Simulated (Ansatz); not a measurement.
# H₆NOPSi: basis-set convergence

Aim: see how fast density functionals converge with the basis set for H₆NOPSi.

The runs use Ansatz 0.2.0, Gaussian basis; one geometry, several basis sets.

The runs, in order: PBE0-D4/def2-SVP; ωB97M-V/def2-SVP; PBE0-D4/def2-QZVPP; ωB97M-V/def2-QZVPP; the functionals' def2-TZVPP values are taken from earlier runs.

## Step 1: The relaxed structure

An earlier PBE0-D4 in a triple-zeta def2 set relaxation fixed the geometry.

SMILES `N[SiH2]OP`, 10 atoms, charge 0, spin multiplicity 1.

Atoms are counted from 1 here; the program's logs count them from 0.

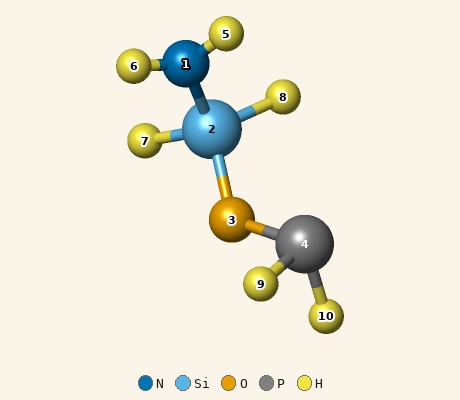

The structure; colours as in the key; atoms are numbered from 1 in the order of the file.

Geometry (Å):

```xyz
10
charge 0, multiplicity 1
N    -0.7559    1.6153    0.3946
Si    0.0524    0.2516    1.0134
O     0.8168   -0.7070   -0.1035
P     0.0748   -1.5487   -1.3044
H    -1.6979    1.5572    0.0461
H    -0.2671    2.4153    0.0296
H     1.1525    0.6980    1.8940
H    -0.9715   -0.5653    1.7090
H     0.8052   -1.0411   -2.4188
H     0.8739   -2.7266   -1.2570
```

## Step 2: PBE0-D4 in def2-SVP

File in.yaml:

```yaml
crystal:
  periodic: [false, false, false]
  atoms:
    - {symbol: N, position_ang: [-0.755915, 1.615279, 0.394599]}
    - {symbol: Si, position_ang: [0.052445, 0.251578, 1.013352]}
    - {symbol: O, position_ang: [0.816775, -0.706957, -0.103507]}
    - {symbol: P, position_ang: [0.074756, -1.548658, -1.304442]}
    - {symbol: H, position_ang: [-1.697890, 1.557219, 0.046103]}
    - {symbol: H, position_ang: [-0.267061, 2.415333, 0.029591]}
    - {symbol: H, position_ang: [1.152476, 0.698028, 1.893953]}
    - {symbol: H, position_ang: [-0.971490, -0.565319, 1.709031]}
    - {symbol: H, position_ang: [0.805236, -1.041064, -2.418784]}
    - {symbol: H, position_ang: [0.873865, -2.726639, -1.256995]}
basis:
  gaussian: {orbitals: def2-SVP}
hamiltonian: {xc: pbe0, dispersion: d4}
output: {orbitals: {seedname: orbitals}}
```

Launch:

```sh
ansatz run in.yaml --threads 2 --pin off --events-out ev --progress --plain --max-ram 4352MiB
```

Further steps of the session: ωB97M-V in def2-SVP; PBE0-D4 in def2-QZVPP; ωB97M-V in def2-QZVPP.

**Question.** What will the summary of the whole plan be? Wanted: PBE0-D4: double and triple zeta above quadruple; ωB97M-V: double and triple zeta above quadruple.

As calculated:

| quantity | value |
| --- | --- |
| PBE0-D4: double and triple zeta above quadruple | 11.63, 0.82 eV |
| ωB97M-V: double and triple zeta above quadruple | 11.73, 0.76 eV |

PBE0-D4 gains 10.82 eV from double to triple zeta, then 0.82 eV more. These are total energies; as a rule much of such shifts cancels in differences, which this series doesn't test. The LUMO of ωB97M-V is positive and keeps falling with the basis (2.50 to 1.36 eV): an unbound level that the basis holds in place.
